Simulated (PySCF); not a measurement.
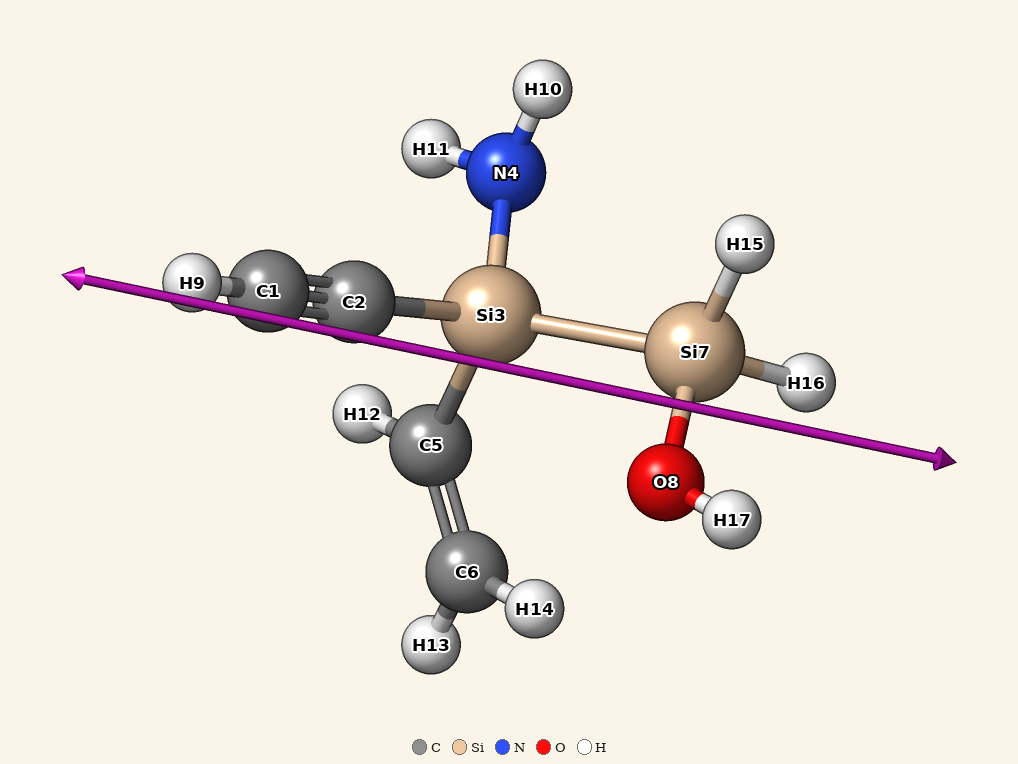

The double arrow shows the direction of the transition dipole to excited singlet state 5 (its length means nothing). Computed geometry: GFN2-xTB optimisation. No frequency run is at hand to confirm it as a minimum. Method: TDDFT B3LYP/def2-SVPD, vertical, gas phase, core orbitals frozen in the response (PySCF 2.14.0).

### Give its energy, strength and character.

5.99 eV (207 nm), oscillator strength 0.032, of mixed character, with the largest part HOMO−1 → LUMO+1 (weight 0.40); transition dipole 1.19 D.

The geometry is semi-empirical. Around Si such bond lengths and angles can be off by a tenth of an ångström or more and by several degrees, and values that hang on the shape move with them.
